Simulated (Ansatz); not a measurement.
## Changed inputs in constrained RPA: MoF6 (Im-3m)

Wanted: the sensitivity and cost of U and J for MoF6 (Im-3m).

Calculated with Ansatz 0.2.0; constrained RPA on LDA, plane waves, PAW.

### 1. Set-up

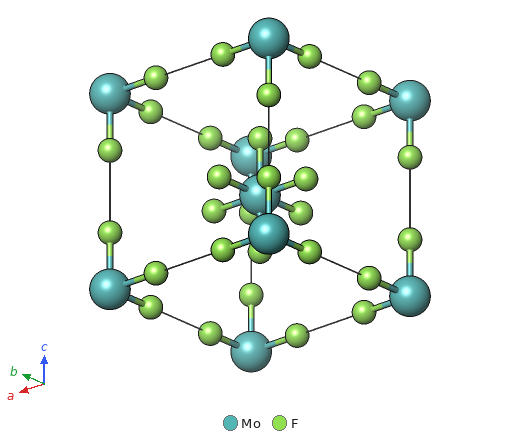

Start, viewed from a free direction; molybdenum teal, fluorine green. This picture shows the conventional cell, with its axes. Some periodic images of atoms are drawn too.

As a file:

```cif
data_structure
_symmetry_space_group_name_H-M 'P 1'
_symmetry_Int_Tables_number 1
_cell_length_a 5.4860
_cell_length_b 5.4860
_cell_length_c 5.4860
_cell_angle_alpha 109.471
_cell_angle_beta 109.471
_cell_angle_gamma 109.471
_cell_volume 127.10
loop_
_atom_site_label
_atom_site_type_symbol
_atom_site_fract_x
_atom_site_fract_y
_atom_site_fract_z
_atom_site_occupancy
Mo1 Mo 0.00000 0.00000 0.00000 1
F2 F 0.71067 0.71067 0.00000 1
F3 F 0.28933 0.28933 0.00000 1
F4 F 0.00000 0.28933 0.28933 1
F5 F 0.00000 0.71067 0.71067 1
F6 F 0.71067 0.00000 0.71067 1
F7 F 0.28933 0.00000 0.28933 1
```

The cell and positions are those that the Materials Project relaxed with its own functionals (PBE, PBE+U or r2SCAN), kept fixed. The program's search for lower electronic states was switched off, so nothing shows that the state found is the lowest. The default PAW set here is soft_2. Its files were made with PBE.

### 2. Base: Mo t2g, bands c1 to c3, 4×4×4 mesh, medium accuracy

Constrained RPA screens the interaction with every transition except those inside the target bands, which a later many-body model would treat itself.

Input file input.yaml:

```yaml
crystal:
  lattice:
    - [-3.16734322, -3.16734322, 3.16734322]
    - [-3.16734322, 3.16734322, -3.16734322]
    - [3.16734322, -3.16734322, -3.16734322]
  atoms:
    - { symbol: Mo, position: [0.0, 0.0, 0.0] }
    - { symbol: F, position: [0.71067122, 0.71067122, 0.0] }
    - { symbol: F, position: [0.28932878, 0.28932878, 0.0] }
    - { symbol: F, position: [0.0, 0.28932878, 0.28932878] }
    - { symbol: F, position: [0.0, 0.71067122, 0.71067122] }
    - { symbol: F, position: [0.71067122, 0.0, 0.71067122] }
    - { symbol: F, position: [0.28932878, 0.0, 0.28932878] }
kpoints:
  mp_grid: { grid: [6, 6, 6] }
hamiltonian:
  xc: lda
scf:
  occupations: { method: gaussian, width: 0.08 }
  n_extra_bands: 19
  max_iter: 150
  lower_state_search: "off"
output:
  crpa:
    kmesh: [4, 4, 4]
    target_bands: [c1, c3]
    projections: [{ species: Mo, l: d, shell: 4, orbitals: [dxz, dyz, dxy] }]
  local_orbitals:
    kmesh: [8, 8, 8]
    orbitals: [{ species: Mo, l: d, shell: 4, orbitals: [dxz, dyz, dxy] }]
    window: { bands: [c1, c3] }
    seedname: lo
```

Run with:

```sh
ansatz run input.yaml --threads 4 --pin off --max-ram 9216MiB --backend cpu --events-out ev --progress --plain --runs-dir out
```

Numbers of over 12 decimals in the logs are rounded to 6 here.

Output:

```text
scf.n_extra_bands = 19 over 28 filled bands (N_el = 56.0): the run solves 47 bands
Engine: ansatz 0.2.0, aarch64-unknown-linux-gnu
Pseudopotentials: kind: paw
Pseudopotential: Mo, paw, valence charge 14, recommended cutoff 420 eV (normal), Mo.paw.azcp
Pseudopotential: F, paw, valence charge 7, recommended cutoff 420 eV (normal), F.paw.azcp
Functional definition: SPW92
  exchange = slater_x
  correlation = pw_c
Crystal: 7 atoms, lattice volume = 127.100 Å³
Basis set: ecut = 420 eV, 2491 PW (Γ)
Bands: 47, of which v1, the nominal top of the filled ones, is band 28 counted from 1 (27 counted from 0)
Symmetry: 48 space group operations
Space group: Im-3m (ITA 229), of the structure as read, at distance tolerance 5.0e-5 Å
k-points: 16 of 216
Non-local potential: Mo, projectors of the file, l = 0: 3, l = 1: 2, l = 2: 2, l = 3: 1
Non-local potential: F, projectors of the file, l = 0: 2, l = 1: 2, l = 2: 1
PAW form: soft (Blöchl's): semilocal exchange-correlation on the pseudo side does not see the compensation charge
PAW frozen core: Mo, regenerated for the run's functional, and the local potential with it (the file was generated under x = pbe(κ = 0.804, μ = 0.219515), c = pbe(β = 0.066725))
PAW frozen core: F, regenerated for the run's functional, and the local potential with it (the file was generated under x = pbe(κ = 0.804, μ = 0.219515), c = pbe(β = 0.066725))
PAW one-centre angular grid: Mo, 590 points (default); XC on 64 Gauss nodes
PAW one-centre angular grid: F, 110 points (default); XC on 64 Gauss nodes
Initial density: superposition of atomic densities (neutral atoms: chi_scale 0, normalization atom), corrected by the library's trained network
Initial wavefunctions: pseudopotential atomic-orbital guess
Functional: x = slater, c = lda
SCF iter   1: F=—  HF=-9605.685147 eV  |F-HF|=—  |Δ(HF+E_count)|=         —  Δρ=1.43e-2  dr2=1.71e-1  ethr=1.77e-3  ⟨swp⟩=5.8  Hψ=3320  notcnv=0  defer=101
preconditioner: auto → Resta (q_TF=auto, 2.380 Å⁻¹)  ε∞=2.4  [insulator: Δε(μ)=4.181 eV  Ē_g=19.513 eV  σ=0.080 eV  W_gap=1.00  n_scr=18 (ndim 8)  ℏωp=22.8 eV  f_vac=0.394  D(μ)=0.00/eV (n_scr^D=0)  ε∞_Penn≈2.4]
SCF iter   2: F=—  HF=-9605.647914 eV  |F-HF|=—  |Δ(HF+E_count)|=   3.72e-2  Δρ=6.24e-3  dr2=5.75e-2  ethr=3.05e-4  ⟨swp⟩=2.2  Hψ=1237  notcnv=0  defer=199
SCF iter   3: F=—  HF=-9605.637869 eV  |F-HF|=—  |Δ(HF+E_count)|=   1.00e-2  Δρ=2.53e-3  dr2=6.49e-3  ethr=1.03e-4  ⟨swp⟩=2.0  Hψ=849  notcnv=0  defer=199
SCF iter   4: F=—  HF=-9605.636496 eV  |F-HF|=—  |Δ(HF+E_count)|=   1.37e-3  Δρ=8.45e-4  dr2=6.50e-4  ethr=1.16e-5  ⟨swp⟩=2.4  Hψ=893  notcnv=0  defer=199
SCF iter   5: F=—  HF=-9605.636407 eV  |F-HF|=—  |Δ(HF+E_count)|=   8.96e-5  Δρ=1.11e-4  dr2=1.91e-5  ethr=1.16e-6  ⟨swp⟩=2.1  Hψ=853  notcnv=0  defer=199
SCF iter   6: F=—  HF=-9605.636412 eV  |F-HF|=—  |Δ(HF+E_count)|=   5.22e-6  Δρ=2.72e-5  dr2=6.24e-7  ethr=3.42e-8  ⟨swp⟩=2.1  Hψ=833  notcnv=0  defer=199
SCF iter   7: F=-9605.636412 eV  HF=-9605.636412 eV  |F-HF|=4.80e-9  |Δ(HF+E_count)|=   3.51e-7  Δρ=4.82e-6  dr2=1.46e-8  ethr=1.79e-10  ⟨swp⟩=10.1  Hψ=3449  notcnv=0
SCF 1 converged in 7 iterations: F = -9605.636412 eV  dr2 = 1.46e-8
[...]
NSCF: frozen V_eff on 32 k-points
NSCF: frozen V_eff on 8 k-points
[...]
cRPA screening: q 1/64
cRPA screening: q 2/64
cRPA screening: q 14/64 (q-point 3)
cRPA screening: q 20/64 (q-point 6)
cRPA screening: q 44/64 (q-point 22)
cRPA screening: q 46/64 (q-point 24)
cRPA screening: q 52/64 (q-point 27)
cRPA screening: q 64/64 (q-point 43)
SCF converged after 7 iterations
Free energy (F): -9605.636412 eV
Harris-Foulkes:  -9605.636412 eV  (|F-HF|=4.80e-9)
Internal energy: -9605.636412 eV  (E = F + TS)
E sigma→0 (E₀):  -9605.636412 eV
Fermi energy:    -0.848893 eV
--- Per-component energies (eV) ---
  E_band       = -787.511753
  E_kinetic    = 1656.119465
  E_local      = -6932.236776  (includes V_loc(G=0)·N_el)
  E_nonlocal   = 594.141174
  E_hartree    = 2630.702343
  E_xc         = -642.505468
  E_vxc        = -824.080794  (∫ρ·V_xc dr)
  E_paw        = -4209.226194  (= ΣΔE_a)
  E_vpaw       = -542.871054  (= ΣTr[D̂ρ^β])
  E_aug_tail   = 0.012202  (compensation charges beyond the density's cutoff)
  E_ewald      = -2703.795484
  E_core_change = 1.152327  (= ΣΔE_core)
  E_smearing   = -0.000000  (= −TS)
  E_closure    = -0.000000  (closes the sum)
  Σ components = -9605.636412   (vs F -9605.636412, Δ=0.00e0)
--- Band table (eV; the first three rows and the last of 16) ---
  k-point 0: bands = [... 24 lower, -3.3598, -2.9890, -2.9890, -2.9890, 1.4247, 1.4247, 1.4247, 5.8570, ... 15 higher]
  k-point 1: bands = [... 24 lower, -3.3659, -3.0223, -3.0083, -3.0073, 1.3961, 1.3981, 1.4272, 5.9302, ... 15 higher]
  k-point 2: bands = [... 24 lower, -3.3779, -3.1014, -3.0550, -3.0488, 1.3383, 1.3399, 1.4324, 5.9616, ... 15 higher]
  k-point 15: bands = [... 24 lower, -3.4441, -3.0268, -3.0268, -3.0268, 1.4242, 1.4242, 1.4242, 5.6961, ... 15 higher]
--- cRPA (band scheme, projected local orbitals): target bands 29..31 (1-based), 3 Wannier function(s), 4×4×4 mesh, 62 bands' worth read of 67 solved, ecut_chi 136.0 eV, v(q+G=0) probe_charge, pair densities all_electron ---
  bands read: the sum over 62 bands ends inside a degenerate multiplet in 2 slots, whose members it reads at an even weight; the widest, k=0: bands 62 to 64 (counted from 1) at 1/3 each
  χ-basis size per q: N_G = 444..466
  window electrons = 0.0000, filled by tetrahedron_uncorrected; constrained ε̄⁻¹(q = 0, 0) head = 0.505505; min gauge Gram eig = 0.5725
  Kanamori averages over each shell's own Wannier functions (sites counted from 0, functions from 1):
    Site 0, 4D, 3 of 5 d orbitals (Wannier functions 1, 2, 3; wannier90's mr 2, 3, 5):
      screened: U = 5.9901 eV, U' = 5.2837 eV, J = 0.2892 eV
      screened, to within: U = 1.9e-2 eV, U' = 1.9e-2 eV, J = 4.8e-4 eV
      bare: V = 12.4454 eV, V' = 11.3459 eV, J = 0.4015 eV
  Hermiticity witness max|P − P†| over intra, direct and exchange elements: 6.22e-15 eV (screened), 3.37e-26 eV (bare)
  Reality witness max|Im| over intra, direct and exchange elements: 6.73e-21 eV (screened), 2.16e-20 eV (bare)
```

Wall time 36 s (4 threads of Arm Neoverse V2, shared host); peak memory 0.76 GiB; 2.3 min of CPU time.

This step gave:

* U: 5.990 eV
* U prime (inter-orbital): 5.284 eV
* J: 0.2892 eV
* bare V: 12.45 eV
* bare J: 0.4015 eV
* stated bound on U: 0.01875 eV
* U over bare V: 0.4813
* electrons in the window: 0
* head of the constrained inverse dielectric matrix: 0.5055
* least eigenvalue of the projection's overlap: 0.5725
* target functions: 3
* bands in the sums: 62
* r.m.s. miss of the model bands: 3.71e-5 eV
* width of the target bands: 0.1475 eV
* weight of the projected orbitals in the window: 0.5956

On the Mo t2g shell, screening brings the on-site interaction from 12.4 eV down to U = 5.99 eV.

### 3. Changed: 2×2×2 mesh

input.yaml: that of step 2 with these lines changed.

```diff
@@ -24,9 +24,4 @@
   crpa:
-    kmesh: [4, 4, 4]
+    kmesh: [2, 2, 2]
     target_bands: [c1, c3]
     projections: [{ species: Mo, l: d, shell: 4, orbitals: [dxz, dyz, dxy] }]
-  local_orbitals:
-    kmesh: [8, 8, 8]
-    orbitals: [{ species: Mo, l: d, shell: 4, orbitals: [dxz, dyz, dxy] }]
-    window: { bands: [c1, c3] }
-    seedname: lo
```

Output:

```text
[...]
Crystal: 7 atoms, lattice volume = 127.100 Å³
Basis set: ecut = 420 eV, 2491 PW (Γ)
Bands: 47, of which v1, the nominal top of the filled ones, is band 28 counted from 1 (27 counted from 0)
Symmetry: 48 space group operations
[...]
k-points: 16 of 216
[...]
SCF iter   1: F=—  HF=-9605.685147 eV  |F-HF|=—  |Δ(HF+E_count)|=         —  Δρ=1.43e-2  dr2=1.71e-1  ethr=1.77e-3  ⟨swp⟩=5.8  Hψ=3320  notcnv=0  defer=101
[...]
SCF iter   7: F=-9605.636412 eV  HF=-9605.636412 eV  |F-HF|=4.80e-9  |Δ(HF+E_count)|=   3.51e-7  Δρ=4.82e-6  dr2=1.46e-8  ethr=1.79e-10  ⟨swp⟩=10.1  Hψ=3449  notcnv=0
SCF 1 converged in 7 iterations: F = -9605.636412 eV  dr2 = 1.46e-8
[...]
NSCF: frozen V_eff on 3 k-points
[...]
cRPA screening: q 1/8
cRPA screening: q 2/8
cRPA screening: q 8/8
SCF converged after 7 iterations
Free energy (F): -9605.636412 eV
[...]
Internal energy: -9605.636412 eV  (E = F + TS)
E sigma→0 (E₀):  -9605.636412 eV
Fermi energy:    -0.848893 eV
[...]
--- Band table (eV; the first three rows and the last of 16) ---
  k-point 0: bands = [... 24 lower, -3.3598, -2.9890, -2.9890, -2.9890, 1.4247, 1.4247, 1.4247, 5.8570, ... 15 higher]
  k-point 1: bands = [... 24 lower, -3.3659, -3.0223, -3.0083, -3.0073, 1.3961, 1.3981, 1.4272, 5.9302, ... 15 higher]
  k-point 2: bands = [... 24 lower, -3.3779, -3.1014, -3.0550, -3.0488, 1.3383, 1.3399, 1.4324, 5.9616, ... 15 higher]
  k-point 15: bands = [... 24 lower, -3.4441, -3.0268, -3.0268, -3.0268, 1.4242, 1.4242, 1.4242, 5.6961, ... 15 higher]
[...]
χ-basis size per q: N_G = 444..466
[...]
Site 0, 4D, 3 of 5 d orbitals (Wannier functions 1, 2, 3; wannier90's mr 2, 3, 5):
      screened: U = 6.0110 eV, U' = 5.3042 eV, J = 0.2893 eV
      screened, to within: U = 2.1e-2 eV, U' = 2.1e-2 eV, J = 4.8e-4 eV
      bare: V = 12.5408 eV, V' = 11.4422 eV, J = 0.4016 eV
[...]
```

It took 6.5 s on 4 threads; peak memory 0.58 GiB; 21 s of CPU time.

Numbers from this step:

```
U                                                 : 6.011 eV
U prime (inter-orbital)                           : 5.304 eV
J                                                 : 0.2893 eV
bare V                                            : 12.54 eV
bare J                                            : 0.4016 eV
stated bound on U                                 : 0.02007 eV
U over bare V                                     : 0.4793
electrons in the window                           : 0
head of the constrained inverse dielectric matrix : 0.5008
least eigenvalue of the projection's overlap      : 0.5725
target functions                                  : 3
bands in the sums                                 : 62
width of the target bands                         : 0.1475 eV
weight of the projected orbitals in the window    : 0.5956
```

On the Mo t2g shell, screening brings the on-site interaction from 12.5 eV down to U = 6.01 eV.

### 4. Changed: accuracy high

input.yaml: that of step 3 with these lines changed.

```diff
@@ -24,4 +24,5 @@
   crpa:
-    kmesh: [2, 2, 2]
+    kmesh: [4, 4, 4]
     target_bands: [c1, c3]
     projections: [{ species: Mo, l: d, shell: 4, orbitals: [dxz, dyz, dxy] }]
+    accuracy: high
```

Output:

```text
[...]
Crystal: 7 atoms, lattice volume = 127.100 Å³
Basis set: ecut = 420 eV, 2491 PW (Γ)
Bands: 47, of which v1, the nominal top of the filled ones, is band 28 counted from 1 (27 counted from 0)
Symmetry: 48 space group operations
[...]
k-points: 16 of 216
[...]
k-point 15: bands = [... 24 lower, -3.4441, -3.0268, -3.0268, -3.0268, 1.4242, 1.4242, 1.4242, 5.6961, ... 15 higher]
[...]
χ-basis size per q: N_G = 444..466
[...]
Site 0, 4D, 3 of 5 d orbitals (Wannier functions 1, 2, 3; wannier90's mr 2, 3, 5):
      screened: U = 5.9910 eV, U' = 5.2849 eV, J = 0.2893 eV
      screened, to within: U = 9.3e-4 eV, U' = 9.3e-4 eV, J = 3.6e-5 eV
      bare: V = 12.4454 eV, V' = 11.3459 eV, J = 0.4015 eV
[...]
[key lines of the parts left out:]
SCF converged after 7 iterations
Free energy (F): -9605.636412 eV
Fermi energy:    -0.848893 eV
```

Wall time 63 s (4 threads); peak memory 0.81 GiB; 4 min of CPU time.

This step gave:

```
U                                                 : 5.991 eV
U prime (inter-orbital)                           : 5.285 eV
J                                                 : 0.2893 eV
bare V                                            : 12.45 eV
bare J                                            : 0.4015 eV
stated bound on U                                 : 9.21e-4 eV
U over bare V                                     : 0.4814
electrons in the window                           : 0
head of the constrained inverse dielectric matrix : 0.5057
least eigenvalue of the projection's overlap      : 0.5725
target functions                                  : 3
bands in the sums                                 : 62
width of the target bands                         : 0.1475 eV
weight of the projected orbitals in the window    : 0.5956
```

On the Mo t2g shell, screening brings the on-site interaction from 12.4 eV down to U = 5.99 eV.

### 5. Changed: smooth pair densities

input.yaml: that of step 4 with these lines changed.

```diff
@@ -27,2 +27,2 @@
     projections: [{ species: Mo, l: d, shell: 4, orbitals: [dxz, dyz, dxy] }]
-    accuracy: high
+    pair_densities: pseudo
```

Output:

```text
[...]
Crystal: 7 atoms, lattice volume = 127.100 Å³
Basis set: ecut = 420 eV, 2491 PW (Γ)
Bands: 47, of which v1, the nominal top of the filled ones, is band 28 counted from 1 (27 counted from 0)
Symmetry: 48 space group operations
[...]
k-points: 16 of 216
[...]
χ-basis size per q: N_G = 444..466
[...]
Site 0, 4D, 3 of 5 d orbitals (Wannier functions 1, 2, 3; wannier90's mr 2, 3, 5):
      screened: U = 6.0011 eV, U' = 5.2845 eV, J = 0.2937 eV
      screened, to within: U = 2.1e-3 eV, U' = 2.1e-3 eV, J = 8.2e-5 eV
      screened, sum over states alone: U = 6.4228 eV, U' = 5.5936 eV, J = 0.3470 eV
      bare: V = 12.4454 eV, V' = 11.3459 eV, J = 0.4015 eV
[...]
[key lines of the parts left out:]
SCF converged after 7 iterations
Free energy (F): -9605.636412 eV
Fermi energy:    -0.848893 eV
```

It took 48 s on 4 threads; peak memory 0.73 GiB.

This step gave:

| Property | Result |
| --- | --- |
| U | 6.001 eV |
| U prime (inter-orbital) | 5.285 eV |
| J | 0.2937 eV |
| bare V | 12.45 eV |
| bare J | 0.4015 eV |
| stated bound on U | 0.002096 eV |
| U over bare V | 0.4822 |
| electrons in the window | 0 |
| head of the constrained inverse dielectric matrix | 0.5059 |
| least eigenvalue of the projection's overlap | 0.5725 |
| target functions | 3 |
| bands in the sums | 62 |
| width of the target bands | 0.1475 eV |
| weight of the projected orbitals in the window | 0.5956 |

On the Mo t2g shell, screening brings the on-site interaction from 12.4 eV down to U = 6.00 eV.

### 6. Changed: sums without a band count

input.yaml: that of step 5 with these lines changed.

```diff
@@ -27,2 +27,2 @@
     projections: [{ species: Mo, l: d, shell: 4, orbitals: [dxz, dyz, dxy] }]
-    pair_densities: pseudo
+    accuracy: sum_over_states
```

Output:

```text
Error: 2 input errors — fix all and re-run
  1. invalid value for `output.crpa.n_empty_bands`: is left out, and the sums over bands alone (accuracy: sum_over_states under output.crpa) have no default for it, since their result follows it; type one, or take accuracy: low, medium or high under output.crpa
  2. invalid value for `output.crpa.ecut_chi`: is left out, and the sums over bands alone (accuracy: sum_over_states under output.crpa) have no default for it, since their result follows it; type one, or take accuracy: low, medium or high under output.crpa
```

Elapsed: 0.09 s, on 4 threads; peak memory 0.079 GiB.

The input was rejected at the start.

The program's message: “Error: 2 input errors — fix all and re-run”

The fault put into this input: sums without a band count.

### 7. Changed: r2SCAN

This step: constrained RPA on r2SCAN, plane waves, PAW.

input.yaml: that of step 6 with these lines changed.

```diff
@@ -16,3 +16,3 @@
 hamiltonian:
-  xc: lda
+  xc: r2scan
 scf:
@@ -27,2 +27 @@
     projections: [{ species: Mo, l: d, shell: 4, orbitals: [dxz, dyz, dxy] }]
-    accuracy: sum_over_states
```

Output:

```text
[...]
Crystal: 7 atoms, lattice volume = 127.100 Å³
Basis set: ecut = 500 eV, 3151 PW (Γ), exchange–correlation on 180×180×180 points (64 copies of the dense FFT grid, shifted against one another)
Bands: 47, of which v1, the nominal top of the filled ones, is band 28 counted from 1 (27 counted from 0)
Symmetry: 48 space group operations
[...]
k-points: 16 of 216
[...]
k-point 15: bands = [... 24 lower, -3.7057, -3.2945, -3.2945, -3.2945, 1.5353, 1.5353, 1.5353, 5.9655, ... 15 higher]
[...]
χ-basis size per q: N_G = 444..466
[...]
Site 0, 4D, 3 of 5 d orbitals (Wannier functions 1, 2, 3; wannier90's mr 2, 3, 5):
      screened: U = 6.3477 eV, U' = 5.6048 eV, J = 0.3116 eV
      screened, to within: U = 1.7e-2 eV, U' = 1.7e-2 eV, J = 4.0e-4 eV
      bare: V = 12.8206 eV, V' = 11.7084 eV, J = 0.4281 eV
[...]
[key lines of the parts left out:]
SCF converged after 7 iterations
Free energy (F): -9827.357746 eV
Fermi energy:    -0.920642 eV
```

Wall time 64 s (4 threads); peak memory 1.1 GiB.

Numbers from this step:

- U: 6.348 eV
- U prime (inter-orbital): 5.605 eV
- J: 0.3116 eV
- bare V: 12.82 eV
- bare J: 0.4281 eV
- stated bound on U: 0.01688 eV
- U over bare V: 0.4951
- electrons in the window: 0
- head of the constrained inverse dielectric matrix: 0.5303
- least eigenvalue of the projection's overlap: 0.5896
- target functions: 3
- bands in the sums: 62
- width of the target bands: 0.1307 eV
- weight of the projected orbitals in the window: 0.6133

On the Mo t2g shell, screening brings the on-site interaction from 12.8 eV down to U = 6.35 eV.

[end of part 1 of 2]

[Paths, hosts, dates, memory and timing lines, banners, echoed tables and standing remarks are left out of the program output.]

[Logs are printed without paths, hosts, clocks, repeated set-up lines and the standing remarks that a program may print on its own settings, such as how far it seeks lower states.]

[Runs of the session that timed out or met a known fault of the program may be left out.]

[Hosts, paths, dates, database ids (printed as entryN), source tags and the programs' standing remarks are cut or masked in the printed files.]
